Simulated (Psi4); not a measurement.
# BClO (boron chloride oxide): a chain of runs

Aim: a geometry optimisation (r2SCAN-3c/def2-mTZVPP), then the harmonic vibrations, then the energy (MP2/cc-pVTZ) of BClO (boron chloride oxide). 

Program for the calculation: Psi4 1.11.

### 1 The system as given

BClO: 3 atoms, total charge 0, spin state singlet. As SMILES, `O=BCl`. The shape is that of a GFN2-xTB optimisation. The run starts from this shape.

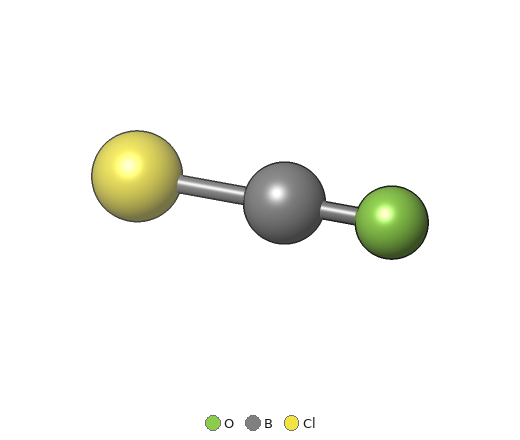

Viewed from a chosen angle; oxygen green, boron grey, chlorine yellow.

### 2 A structure relaxation at r2SCAN-3c/def2-mTZVPP (density fitting) (run 1)

Contents of job.in:

```
memory 1600 MB

molecule mol {
  0 1
  O      1.019560     0.606200     0.626990
  B      0.113080     0.066620     0.069470
  Cl    -1.132640    -0.672810    -0.696460
  units angstrom
  symmetry c1
}

set {
  reference    rks
  geom_maxiter 60
}

opt('r2scan-3c')
```

Run with:

```bash
$ psi4 job.in job.out -n 1
```

job.out:

```text
Psi4 1.11 release

gradient() will perform analytic gradient computation.

   => Loading Basis Set <=

    Name: DEF2-MTZVPP
    Role: ORBITAL
    Keyword: BASIS

   => R2SCAN3C: Empirical Dispersion <=

        a1 =       0.420000
        a2 =       5.650000
       alp =      16.000000
        s6 =       1.000000
        s8 =       0.000000
        s9 =       2.000000
        ga =       2.000000
        gc =       1.000000
        wf =       6.000000

         ---------------------------------------------------------
                                   SCF
                              RKS Reference
                        1 Threads,   1525 MiB Core
         ---------------------------------------------------------

  ==> Geometry <==

    Molecular point group: c1
    Full point group: Cs

    Geometry (in Angstrom), charge = 0, multiplicity = 1:

       Center              X                  Y                   Z               Mass
    ------------   -----------------  -----------------  -----------------  -----------------
         O            1.612643100600     0.821565702076     0.000000000000    15.994914619570
         B            0.549785929334     0.279333509479     0.000000000000    11.009305360000
         CL          -0.910720468132    -0.463731003979    -0.000000000000    34.968852682000

  Running in c1 symmetry.

  Rotational constants: A = 3378878.71760  B =      0.18106  C =      0.18106 [cm^-1]
  Rotational constants: A = 101296235603.32954  B =   5428.17112  C =   5428.17083 [MHz]
  Nuclear repulsion =   70.603102143163071

  Charge       = 0
  Multiplicity = 1
  Electrons    = 30
  Nalpha       = 15
  Nbeta        = 15

  ==> Algorithm <==

  SCF Algorithm Type is DF.
  DIIS enabled.
  MOM disabled.
  Fractional occupation disabled.
  Guess Type is SAD.
  Energy threshold   = 1.00e-08
  Density threshold  = 1.00e-08
  Integral threshold = 1.00e-12

  ==> Primary Basis <==

  Basis Set: DEF2-MTZVPP
    Blend: DEF2-MTZVPP
    Number of shells: 30
    Number of basis functions: 70
    Number of Cartesian functions: 75
    Spherical Harmonics?: true
    Max angular momentum: 2

  ==> DFT Potential <==

   => LibXC <=

    Version 7.1.2

   => Composite Functional: R2SCAN3C <=

    Deriv               =              1
    GGA                 =           TRUE
    Meta                =           TRUE

    Exchange Hybrid     =          FALSE
    MP2 Hybrid          =          FALSE

   => Exchange Functionals <=

    1.0000   XC_MGGA_X_R2SCAN

   => Correlation Functionals <=

    1.0000   XC_MGGA_C_R2SCAN

   => LibXC Density Thresholds  <==

    XC_MGGA_C_R2SCAN:  1.00E-15
    XC_MGGA_X_R2SCAN:  1.00E-11

   => Molecular Quadrature <=

    Radial Scheme          =       TREUTLER
    Pruning Scheme         =           NONE
    Nuclear Scheme         =       TREUTLER

    Blocking Scheme        =         OCTREE
    BS radius alpha        =              1
    Pruning alpha          =              1
    Radial Points          =             75
    Spherical Points       =            302
    Total Points           =          65240
    Total Blocks           =            550
    Max Points             =            256
    Max Functions          =             68
    Weights Tolerance      =       1.00E-15

   => Loading Basis Set <=

    Name: (DEF2-MTZVPP AUX)
    Role: JKFIT
    Keyword: DF_BASIS_SCF

  ==> Integral Setup <==

  DFHelper Memory: AOs need 0.012 GiB; user supplied 0.842 GiB.
  SCF_SUBTYPE=INCORE selected. In-core MEM_DF algorithm will be used.
  Using in-core AOs.

  ==> MemDFJK: Density-Fitted J/K Matrices <==

    J tasked:                   Yes
    K tasked:                    No
    wK tasked:                   No
    Memory [MiB]:               861
    Algorithm:                 Core
    Schwarz Cutoff:           1E-12
    Mask sparsity (%):       1.4286
    Fitting Condition:        1E-10

   => Auxiliary Basis Set <=

  Basis Set: (DEF2-MTZVPP AUX)
    Blend: DEF2-UNIVERSAL-JKFIT
    Number of shells: 88
    Number of basis functions: 280
    Number of Cartesian functions: 337
    Spherical Harmonics?: true
    Max angular momentum: 4

  Cached 100.0% of DFT collocation blocks in 0.276 [GiB].

  Minimum eigenvalue in the overlap matrix is 3.7918962517E-04.
  Reciprocal condition number of the overlap matrix is 7.5339283782E-05.
    Using symmetric orthogonalization.

  ==> Pre-Iterations <==

  SCF Guess: Superposition of Atomic Densities via on-the-fly atomic UHF (no occupation information).

   -------------------------
    Irrep   Nso     Nmo
   -------------------------
     A         70      70
   -------------------------
    Total      70      70
   -------------------------

  ==> Iterations <==

                           Total Energy        Delta E     RMS |[F,P]|

[... 2 lines left out ...]
   @DF-RKS iter   2:  -557.57487818700940    2.44088e+00   3.23212e-02 ADIIS/DIIS
[... 2 lines left out ...]
   @DF-RKS iter   5:  -560.31127456664194   -1.12809e-02   5.71994e-04 ADIIS/DIIS
[... 2 lines left out ...]
   @DF-RKS iter   8:  -560.31214231139859   -8.96593e-07   7.32954e-06 DIIS
[... 2 lines left out ...]
   @DF-RKS iter  11:  -560.31214242641602   -1.72804e-11   1.73516e-08 DIIS
[... 28 lines left out ...]
    Final Occupation by Irrep:
[... 10 lines left out ...]
    One-Electron Energy =                -911.6189438811214814
[... 2 lines left out ...]
    Empirical Dispersion Energy =           0.0026715715386894
[... 16 lines left out ...]
 Dipole X            :         -1.2972712            0.3171461           -0.9801251
[... 73 lines left out ...]
    Weights Tolerance      =       1.00E-15
[... 48 lines left out ...]
	   Step    Total Energy     Delta E     Max Force     RMS Force      Max Disp      RMS Disp   ~
[... 133 lines left out ...]
                           Total Energy        Delta E     RMS |[F,P]|
[... 3 lines left out ...]
   @DF-RKS iter   2:  -548.54018867761215    1.02519e+01   4.63185e-02 ADIIS/DIIS
[... 2 lines left out ...]
   @DF-RKS iter   5:  -560.31188708339846   -6.36969e-01   9.99893e-04 ADIIS/DIIS
[... 2 lines left out ...]
   @DF-RKS iter   8:  -560.31389818754792   -1.72470e-05   2.63698e-05 DIIS
[... 2 lines left out ...]
   @DF-RKS iter  11:  -560.31389975824732   -3.04397e-09   1.49583e-07 DIIS
[... 2 lines left out ...]
  Energy and wave function converged.
[... 16 lines left out ...]
    Nuclear Repulsion Energy =             69.3100859746314768
[... 2 lines left out ...]
    DFT Exchange-Correlation Energy =     -40.8347148627761243
[... 2 lines left out ...]
    Total Energy =                       -560.3138997582991578
[... 16 lines left out ...]
 Dipole Z            :         -0.0000000            0.0000000           -0.0000000
[... 84 lines left out ...]
	Measures of convergence in internal coordinates in au.
[... 70 lines left out ...]
    Weights Tolerance      =       1.00E-15
[... 33 lines left out ...]
   @DF-RKS iter   1:  -560.31394202756735   -5.10951e-03   7.87538e-05 DIIS
[... 2 lines left out ...]
   @DF-RKS iter   4:  -560.31395789439557   -1.30353e-06   3.42392e-06 DIIS
[... 2 lines left out ...]
   @DF-RKS iter   7:  -560.31395792899571   -5.50244e-11   3.39352e-08 DIIS
[... 8 lines left out ...]
    Final Occupation by Irrep:
[... 10 lines left out ...]
    One-Electron Energy =                -908.5450327178978114
[... 2 lines left out ...]
    Empirical Dispersion Energy =           0.0025866455743896
[... 16 lines left out ...]
 Dipole X            :         -0.6480961            0.1624256           -0.4856705
[... 42 lines left out ...]
    Weights Tolerance      =       1.00E-15
[... 48 lines left out ...]
	   Step    Total Energy     Delta E     Max Force     RMS Force      Max Disp      RMS Disp
[... 102 lines left out ...]
                           Total Energy        Delta E     RMS |[F,P]|
[... 3 lines left out ...]
   @DF-RKS iter   2:  -547.97773748246243    1.07696e+01   4.68764e-02 ADIIS/DIIS
[... 2 lines left out ...]
   @DF-RKS iter   5:  -560.31186339108046   -6.80033e-01   9.80650e-04 ADIIS/DIIS
[... 2 lines left out ...]
   @DF-RKS iter   8:  -560.31395693521108   -1.30289e-05   2.50501e-05 DIIS
[... 2 lines left out ...]
   @DF-RKS iter  11:  -560.31395824878791   -3.38707e-09   1.66802e-07 DIIS
[... 2 lines left out ...]
  Energy and wave function converged.
[... 1 line left out ...]
  ==> Post-Iterations <==

   Electrons on quadrature grid:
      Ntotal   =   30.0000005201 ; deviation = 5.201e-07

    Orbital Energies [Eh]
    ---------------------

    Doubly Occupied:

       1A   -101.283002     2A    -18.962353     3A     -9.439158
       4A     -7.183370     5A     -7.175713     6A     -7.175713
       7A     -6.713342     8A     -0.961407     9A     -0.867299
      10A     -0.492444    11A     -0.389644    12A     -0.389077
      13A     -0.389077    14A     -0.322548    15A     -0.322548

    Virtual:

      16A     -0.022491    17A     -0.009285    18A     -0.009285
      19A      0.076471    20A      0.136623    21A      0.140938
      22A      0.140938    23A      0.256733    24A      0.349655
[... 14 lines of this table left out ...]
      67A      4.357314    68A     14.005130    69A     24.993507
      70A     43.785431

    Final Occupation by Irrep:
              A
    DOCC [    15 ]
    NA   [    15 ]
    NB   [    15 ]

  @DF-RKS Final Energy:  -560.31395824886010

   => Energetics <=

    Nuclear Repulsion Energy =             69.0240843809057054
    One-Electron Energy =                -908.4885370809083724
    Two-Electron Energy =                 319.9770192538308606
    DFT Exchange-Correlation Energy =     -40.8291088038092340
    Empirical Dispersion Energy =           0.0025840011209434
    VV10 Nonlocal Energy =                  0.0000000000000000
    Total Energy =                       -560.3139582488601036

Computation Completed

Properties will be evaluated at   0.000000,   0.000000,   0.000000 [a0]

Properties computed using the SCF density matrix

 Multipole Moments:

 ------------------------------------------------------------------------------------
     Multipole            Electronic (a.u.)      Nuclear  (a.u.)        Total (a.u.)
 ------------------------------------------------------------------------------------

 L = 1.  Multiply by 2.5417464519 to convert [e a0] to [Debye]
 Dipole X            :         -0.0000485            0.0000493            0.0000008
 Dipole Y            :         -0.0000001           -0.0000000           -0.0000001
 Dipole Z            :          1.4248452           -0.3572865            1.0675587
 Magnitude           :                                                    1.0675587

 ------------------------------------------------------------------------------------

	total time  =          3 seconds =       0.05 minutes

         ------------------------------------------------------------
                                   SCF GRAD
         ------------------------------------------------------------

  ==> Geometry <==

    Molecular point group: c1
    Full point group: C1v

    Geometry (in Angstrom), charge = 0, multiplicity = 1:

       Center              X                  Y                   Z               Mass
    ------------   -----------------  -----------------  -----------------  -----------------
         O           -0.000203710577    -0.000000000000    -1.848817403195    15.994914619570
         B           -0.000203710577     0.000000000000    -0.639779613058    11.009305360000
         CL           0.000157312717    -0.000000000000     1.047080553872    34.968852682000

  Nuclear repulsion =   69.024084380905705

   => Molecular Quadrature <=

    Radial Scheme          =       TREUTLER
    Pruning Scheme         =           NONE
    Nuclear Scheme         =       TREUTLER

    Blocking Scheme        =         OCTREE
    BS radius alpha        =              1
    Pruning alpha          =              1
    Radial Points          =             75
    Spherical Points       =            302
    Total Points           =          65245
    Total Blocks           =            572
    Max Points             =            255
    Max Functions          =             68
    Weights Tolerance      =       1.00E-15

  -Total Gradient:
     Atom            X                  Y                   Z
    ------   -----------------  -----------------  -----------------
       1        0.000008955988     0.000000000024    -0.000648989857
       2       -0.000015036777     0.000000000304    -0.000170000057
       3        0.000006120319    -0.000000000267    -0.000641604097

	total time  =          1 seconds =       0.02 minutes

    			-----------------------------------------

    			 OPTKING 3.0: for geometry optimizations

    			        with contributions from

    			-----------------------------------------

	                            ===> Fragment 1 <==

	 Z (Atomic Numbers)          Masses                          Geom
	       8.000000            15.994915         -0.00038496 -0.00000000 -3.49375855
	       5.000000            11.009305         -0.00038496  0.00000000 -1.20900825
	      17.000000            34.968853          0.00029728 -0.00000000  1.97869548

	 - Coordinate -           - BOHR/RAD -       - ANG/DEG -
	 R(1,2)           =         2.284750           1.209038
	 R(2,3)           =         3.187704           1.686860
	 L(1,2,3)         =         3.141379         179.987738
	 l(1,2,3)         =         3.141593         180.000000

	        --- Internal Coordinate Step in ANG or DEG, aJ/ANG or AJ/DEG ---
	-------------------------------------------------------------------------------
	           Coordinate      Previous         Force          Change          New
	           ----------      --------        ------          ------        ------
	               R(1,2)       1.20904       -0.00134       -0.00009       1.20895
	               R(2,3)       1.68686        0.00127        0.00024       1.68710
	             L(1,2,3)     179.98774        0.00000        0.00528     179.99302
	             l(1,2,3)     180.00000        0.00000        0.00000     180.00000
	-------------------------------------------------------------------------------

	                                 ==> Convergence Check <==

	Measures of convergence in internal coordinates in au.

	Criteria marked as inactive (o), active & met (*), and active & unmet ( ).

	----------------------------------------------------------------------------------------------
	   Step    Total Energy     Delta E     Max Force     RMS Force      Max Disp      RMS Disp
	----------------------------------------------------------------------------------------------
	  Convergence Criteria     1.00e-06 *    3.00e-04 *             o    1.20e-03 *             o
	----------------------------------------------------------------------------------------------
	     4    -560.31395825   -3.20e-07 *    1.62e-04 *    1.13e-04 o    4.58e-04 *    2.50e-04 o  ~
	----------------------------------------------------------------------------------------------

Next Geometry in Ang
	Fragment 1 (Ang)

	    O  -0.0002286918   0.0000000004  -1.8488364697
	    B  -0.0001608523  -0.0000000007  -0.6398913736
	   Cl   0.0001394357   0.0000000003   1.0472113809

    Final optimized geometry and variables:
    Molecular point group: c1
    Full point group: C1v

    Geometry (in Angstrom), charge = 0, multiplicity = 1:

    O           -0.000203710577    -0.000000000000    -1.848817403195
    B           -0.000203710577     0.000000000000    -0.639779613058
    CL           0.000157312717    -0.000000000000     1.047080553872

    Psi4 run time: 0:00:17.03

[set-up sections that repeat, and orbital energies of the middle runs, are left out above]
```

The script printed:

```text
Optimizer: Optimization complete!
```

It took 18 s on 1 thread of Intel Xeon 6975P-C (Granite Rapids), shared host; peak memory 0.52 GiB.

The path in brief:

```tsv
step	energy from the first frame kept (eV)	largest force (eV/Å)
0	0.0000	1.6484
1	-0.0478	0.3487
2	-0.0494	0.0721
3	-0.0494	0.0334
```

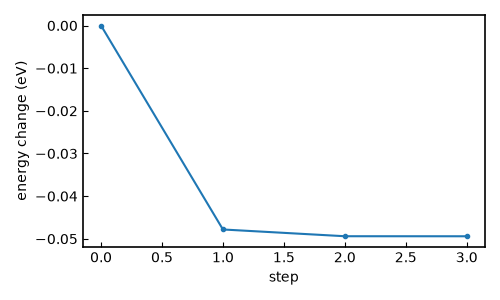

Energy along the run.

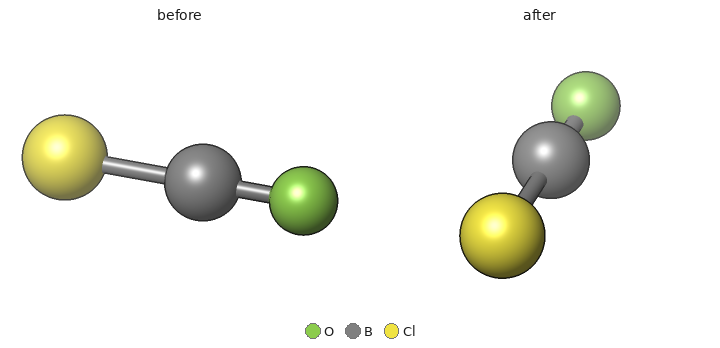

Before and after, at one scale.

After the run. Bond lengths: O1–B2 1.209 Å, B2–Cl3 1.687 Å. Angles: O1–B2–Cl3 180.0°.

[end of part 1 of 2]
